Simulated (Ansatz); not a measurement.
# CH4BClO: two geometries relaxed

Are the two ends of the rotation by 120° about the C2–B3 bond separate minima, and which lies lower? Each is relaxed from a guess. SMILES of the start: OCBCl.

All numbers below are computed with Ansatz 0.2.0 (RKS B3LYP-D4/cc-pVDZ).

### Step 1. Starting point

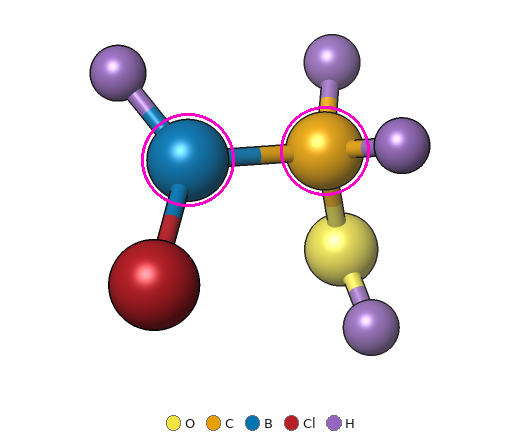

The starting structure, seen from a chosen angle (oxygen yellow, carbon amber, boron blue, chlorine red, hydrogen purple). Ringed: C2, B3.

As a file:

```xyz
8

O    -0.4470    1.3727    0.0138
C     0.4645    0.4105    0.1631
B    -0.2669   -1.0093    0.2520
Cl   -1.1219   -1.6671   -1.1630
H    -0.7130    1.4458   -0.9837
H     1.0276    0.6180    1.1020
H     1.2203    0.4180   -0.6766
H    -0.0715   -1.6457    1.2366
```

### Step 2. End point A

The input, input.yaml:

```yaml
crystal:
  periodic: [false, false, false]
  atoms:
    - { symbol: O, position_ang: [-0.447, 1.3727, 0.0138] }
    - { symbol: C, position_ang: [0.4645, 0.4105, 0.1631] }
    - { symbol: B, position_ang: [-0.2669, -1.0093, 0.252] }
    - { symbol: Cl, position_ang: [-1.1219, -1.6671, -1.163] }
    - { symbol: H, position_ang: [-0.713, 1.4458, -0.9837] }
    - { symbol: H, position_ang: [1.0276, 0.618, 1.102] }
    - { symbol: H, position_ang: [1.2203, 0.418, -0.6766] }
    - { symbol: H, position_ang: [-0.0715, -1.6457, 1.2366] }
basis:
  gaussian: { orbitals: cc-pVDZ }
hamiltonian:
  xc: b3lyp
  dispersion: d4
relax:
  f_tol: 0.015
  max_steps: 40
output:
  orbitals: {}
```

Launch:

```bash
ansatz run input.yaml --threads 1 --pin off --max-ram 2048MiB --backend cpu --events-out ev --progress --plain --runs-dir out
```

The program printed, cut to the lines that bear on the results:

```text
Warning: RAYON_NUM_THREADS=1 ignored (pool sized by the plan → 1); use --threads N
[...]
Functional definition: B3LYP
[...]
862 factors; integrals over basis functions are off by at most 2.5e-4 eV
[...]
mean field -16348.91345207 eV, -600.8114876719 hartree, gradient 1.3e-5 eV, S^2 0.000000; 0 other end points of the search recorded, 0 dependent functions left out
[...]
reference -16348.91366582 eV, -600.8114955270 hartree; 20, 20 occupied and 60, 60 virtual orbitals, 862 factors
relax step   1: F+E_penalty+E_count = -16349.12829889 eV  Δ(F+E_penalty+E_count) = +0.000e0 eV  max|allowed force component| = 3.592e0 eV/Å  Δτ_max = 0.0000 Å  (27 SCF iters, accepted)
[...]
relax step   5: F+E_penalty+E_count = -16349.58081560 eV  Δ(F+E_penalty+E_count) = -2.317e-2 eV  max|allowed force component| = 2.971e-1 eV/Å  Δτ_max = 0.0795 Å  (28 SCF iters, accepted)
[...]
relax step   9: F+E_penalty+E_count = -16349.71369047 eV  Δ(F+E_penalty+E_count) = -4.166e-2 eV  max|allowed force component| = 6.124e-1 eV/Å  Δτ_max = 0.2000 Å  (33 SCF iters, accepted)
[...]
relax step  13: F+E_penalty+E_count = -16349.73542859 eV  Δ(F+E_penalty+E_count) = -2.601e-3 eV  max|allowed force component| = 5.363e-2 eV/Å  Δτ_max = 0.0301 Å  (28 SCF iters, accepted)
[...]
relax step  15: F+E_penalty+E_count = -16349.73654240 eV  Δ(F+E_penalty+E_count) = -1.590e-4 eV  max|allowed force component| = 2.149e-2 eV/Å  Δτ_max = 0.0183 Å  (29 SCF iters, accepted)
[...]
relax step  16: F+E_penalty+E_count = -16349.73660296 eV  Δ(F+E_penalty+E_count) = -6.055e-5 eV  max|allowed force component| = 6.562e-3 eV/Å  Δτ_max = 0.0111 Å  (29 SCF iters, accepted)
862 factors; integrals over basis functions are off by at most 3.1e-4 eV
[...]
mean field -16349.51948653 eV, -600.8337590276 hartree, gradient 2.2e-5 eV, S^2 0.000000; 1 other end points of the search recorded, 0 dependent functions left out
[...]
reference -16349.51969517 eV, -600.8337666949 hartree; 20, 20 occupied and 60, 60 virtual orbitals, 862 factors
Total energy: -16349.73681160 eV, -600.8417455766 hartree
Atom 0 at    -0.173049     1.494045    -0.517861 Å, force     0.002434     0.003073     0.000745 eV/Å
Atom 1 at     0.474535     0.450923     0.181443 Å, force    -0.005296    -0.002594    -0.006562 eV/Å
Atom 2 at    -0.141635    -0.977318     0.173585 Å, force     0.004507     0.000135     0.002771 eV/Å
Atom 3 at    -1.624587    -1.300235    -0.745056 Å, force    -0.001082     0.000834    -0.000610 eV/Å
Atom 4 at    -0.929523     1.106456    -0.983551 Å, force    -0.003674    -0.000832    -0.001134 eV/Å
Atom 5 at     0.605619     0.734647     1.250536 Å, force     0.000326     0.001338     0.004218 eV/Å
Atom 6 at     1.524159     0.329726    -0.179083 Å, force     0.003744    -0.000234     0.000703 eV/Å
Atom 7 at     0.356582    -1.895345     0.764187 Å, force    -0.000959    -0.001720    -0.000130 eV/Å
Dipole moment:     0.076913    -0.192122     0.084367 e Å
```

It took 54 s on 1 thread of Arm Neoverse V2, shared host; peak memory 0.15 GiB.

Relaxation path:

```tsv
step	energy from step 1 (eV)	largest force component (eV/Å)
1	0.0000	3.5924
2	-0.2385	1.5411
3	-0.3854	1.0353
4	-0.4293	0.3497
5	-0.4525	0.2971
6	-0.4649	0.5191
7	-0.4990	0.5540
8	-0.5437	0.7698
9	-0.5854	0.6124
10	-0.6043	0.1444
11	-0.6045	0.1426
12x	-0.5863	0.5335
13	-0.6071	0.0536
14	-0.6081	0.0298
15	-0.6082	0.0215
16	-0.6083	0.0066
```

Step 1 is the start. 1 step was tried and not accepted (marked x).

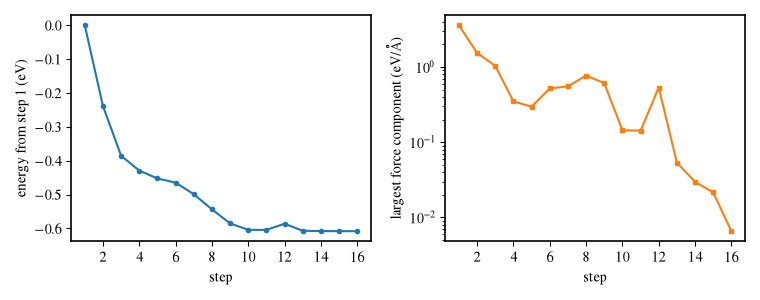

How energy and force went from step to step.

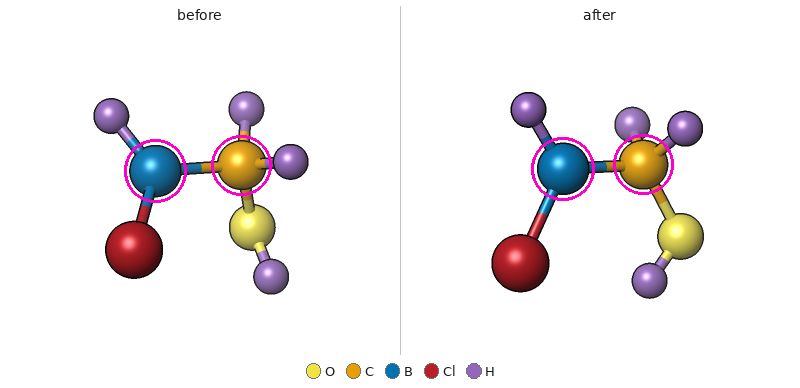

Before and after, at one scale.

After: Bond lengths: O1–C2 1.413 Å, C2–B3 1.556 Å, B3–Cl4 1.774 Å, O1–H5 0.969 Å, C2–H6 1.114 Å, C2–H7 1.116 Å, B3–H8 1.200 Å. Angles: O1–C2–B3 119.6°, O1–C2–H6 109.9°, O1–C2–H7 110.6°, B3–C2–H6 106.6°, B3–C2–H7 105.7°, H6–C2–H7 103.1°, C2–O1–H5 107.5°, C2–B3–Cl4 120.1°, C2–B3–H8 122.4°, Cl4–B3–H8 117.6°.

### Step 3. End point B

The second end starts from a geometry with the move made by hand.

The input, input.yaml:

```yaml
crystal:
  periodic: [false, false, false]
  atoms:
    - { symbol: O, position_ang: [-0.447, 1.3727, 0.0138] }
    - { symbol: C, position_ang: [0.4645, 0.4105, 0.1631] }
    - { symbol: B, position_ang: [-0.2669, -1.0093, 0.252] }
    - { symbol: Cl, position_ang: [-1.5734, -1.27209, 1.43096] }
    - { symbol: H, position_ang: [-0.713, 1.4458, -0.9837] }
    - { symbol: H, position_ang: [1.0276, 0.618, 1.102] }
    - { symbol: H, position_ang: [1.2203, 0.418, -0.6766] }
    - { symbol: H, position_ang: [-0.00206, -1.79636, -0.5983] }
basis:
  gaussian: { orbitals: cc-pVDZ }
hamiltonian:
  xc: b3lyp
  dispersion: d4
relax:
  f_tol: 0.015
  max_steps: 40
```

Launch:

```bash
ansatz run input.yaml --threads 1 --pin off --max-ram 2048MiB --backend cpu --events-out ev --progress --plain --runs-dir out
```

The program printed, cut to the lines that bear on the results:

```text
Warning: RAYON_NUM_THREADS=1 ignored (pool sized by the plan → 1); use --threads N
[...]
[... 1 set-up line as earlier in the session ...]
[...]
862 factors; integrals over basis functions are off by at most 3.1e-4 eV
[...]
mean field -16348.86390313 eV, -600.8096667821 hartree, gradient 1.5e-5 eV, S^2 0.000000; 0 other end points of the search recorded, 0 dependent functions left out
[...]
reference -16348.86411839 eV, -600.8096746927 hartree; 20, 20 occupied and 60, 60 virtual orbitals, 862 factors
relax step   1: F+E_penalty+E_count = -16349.07872109 eV  Δ(F+E_penalty+E_count) = +0.000e0 eV  max|allowed force component| = 3.531e0 eV/Å  Δτ_max = 0.0000 Å  (26 SCF iters, accepted)
[...]
relax step   4: F+E_penalty+E_count = -16349.44590545 eV  Δ(F+E_penalty+E_count) = -4.654e-3 eV  max|allowed force component| = 6.587e-1 eV/Å  Δτ_max = 0.1136 Å  (29 SCF iters, accepted)
[...]
relax step   7: F+E_penalty+E_count = -16349.55217217 eV  Δ(F+E_penalty+E_count) = -4.563e-2 eV  max|allowed force component| = 5.260e-1 eV/Å  Δτ_max = 0.1993 Å  (28 SCF iters, accepted)
[...]
relax step  10: F+E_penalty+E_count = -16349.68091165 eV  Δ(F+E_penalty+E_count) = -1.592e-2 eV  max|allowed force component| = 3.393e-1 eV/Å  Δτ_max = 0.1219 Å  (27 SCF iters, accepted)
[...]
relax step  13: F+E_penalty+E_count = -16349.72268805 eV  Δ(F+E_penalty+E_count) = -2.741e-2 eV  max|allowed force component| = 1.697e-1 eV/Å  Δτ_max = 0.0684 Å  (28 SCF iters, accepted)
[...]
relax step  14: F+E_penalty+E_count = -16349.72952765 eV  Δ(F+E_penalty+E_count) = -6.840e-3 eV  max|allowed force component| = 1.075e-1 eV/Å  Δτ_max = 0.0699 Å  (28 SCF iters, accepted)
[...]
relax step  15: F+E_penalty+E_count = -16349.72863706 eV  Δ(F+E_penalty+E_count) = +8.906e-4 eV  max|allowed force component| = 4.354e-1 eV/Å  Δτ_max = 0.0847 Å  (29 SCF iters, rejected (line search))
[...]
862 factors; integrals over basis functions are off by at most 3.1e-4 eV
```

### Step 4. The output, continued: end point B relaxed

Output, continued, cut to the lines that bear on the results:

```text
mean field -16349.51594465 eV, -600.8336288661 hartree, gradient 2.2e-5 eV, S^2 0.000000; 0 other end points of the search recorded, 0 dependent functions left out
[...]
reference -16349.51615626 eV, -600.8336366425 hartree; 20, 20 occupied and 60, 60 virtual orbitals, 862 factors
relax step  16: F+E_penalty+E_count = -16349.73283508 eV  Δ(F+E_penalty+E_count) = -3.307e-3 eV  max|allowed force component| = 4.292e-2 eV/Å  Δτ_max = 0.0413 Å  (28 SCF iters, accepted)
[...]
relax step  18: F+E_penalty+E_count = -16349.73615157 eV  Δ(F+E_penalty+E_count) = -1.468e-3 eV  max|allowed force component| = 5.875e-2 eV/Å  Δτ_max = 0.0644 Å  (28 SCF iters, accepted)
[...]
relax step  20: F+E_penalty+E_count = -16349.73634716 eV  Δ(F+E_penalty+E_count) = -1.956e-4 eV  max|allowed force component| = 3.077e-2 eV/Å  Δτ_max = 0.0088 Å  (30 SCF iters, accepted)
[...]
reference -16349.51971329 eV, -600.8337673610 hartree; 20, 20 occupied and 60, 60 virtual orbitals, 862 factors
Total energy: -16349.73684465 eV, -600.8417467912 hartree
Atom 0 at    -0.252198     1.598215    -0.060252 Å, force    -0.004528    -0.001271    -0.000159 eV/Å
Atom 1 at     0.511153     0.410008    -0.016243 Å, force     0.000685    -0.001319     0.000998 eV/Å
Atom 2 at    -0.200206    -0.951403     0.229031 Å, force    -0.000165     0.001826    -0.003868 eV/Å
Atom 3 at    -1.962699    -1.009588     0.424285 Å, force     0.000206     0.000062     0.000988 eV/Å
Atom 4 at    -1.183791     1.349482     0.039559 Å, force     0.004513     0.001962    -0.000144 eV/Å
Atom 5 at     1.305517     0.494628     0.760925 Å, force    -0.000811     0.000095    -0.000025 eV/Å
Atom 6 at     1.093271     0.285263    -0.960274 Å, force    -0.000983    -0.000241     0.001042 eV/Å
Atom 7 at     0.398993    -1.989355     0.286228 Å, force     0.001082    -0.001114     0.001168 eV/Å
Dipole moment:     0.081226    -0.208433     0.005533 e Å
```

Run time: 82 s. Hardware: 1 thread of Arm Neoverse V2, shared host; peak memory 0.25 GiB.

Step by step:

```tsv
step	energy from step 1 (eV)	largest force component (eV/Å)
1	0.0000	3.5308
2	-0.3080	1.4549
3	-0.3625	0.7950
4	-0.3672	0.6587
5	-0.4135	0.2281
6	-0.4278	0.1352
7	-0.4735	0.5260
8	-0.5123	0.7846
9	-0.5863	0.3102
10	-0.6022	0.3393
11	-0.6166	0.5352
12x	-0.5781	0.9241
13	-0.6440	0.1697
14	-0.6508	0.1075
15x	-0.6499	0.4354
16	-0.6541	0.0429
17	-0.6560	0.0351
18	-0.6574	0.0587
19x	-0.6531	0.2217
20	-0.6576	0.0308
21	-0.6578	0.0233
22	-0.6578	0.0665
23x	-0.6578	0.0465
24	-0.6579	0.0225
25	-0.6579	0.0045
```

Step 1 is the start. 4 steps were tried and not accepted (marked x).

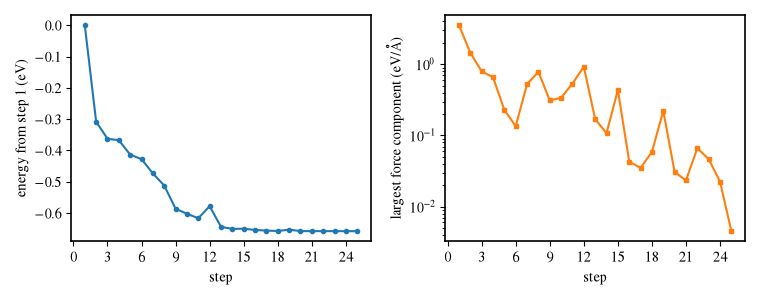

How energy and force went from step to step.

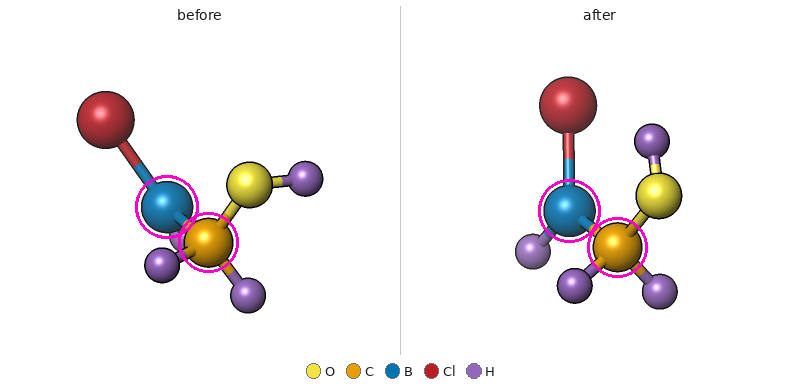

The structure before (left) and after (right), drawn at the same scale.

After: Bond lengths: O1–C2 1.413 Å, C2–B3 1.556 Å, B3–Cl4 1.774 Å, O1–H5 0.969 Å, C2–H6 1.115 Å, C2–H7 1.116 Å, B3–H8 1.200 Å. Angles: O1–C2–B3 119.6°, O1–C2–H6 110.1°, O1–C2–H7 110.5°, B3–C2–H6 106.4°, B3–C2–H7 105.9°, H6–C2–H7 103.1°, C2–O1–H5 107.5°, C2–B3–Cl4 120.0°, C2–B3–H8 122.4°, Cl4–B3–H8 117.5°.

### Step 5. Results

| quantity | value |
| --- | --- |
| end A | 14 moves, 0.608 eV lower |
| end B | 20 moves, 0.658 eV lower |
| largest difference between the ends | 0.01 Å |
| end B relative to end A | -0.000 eV |

In words: The two relaxations end at one structure, within 0.01 Å: no second minimum was found from this start, which doesn't rule one out.
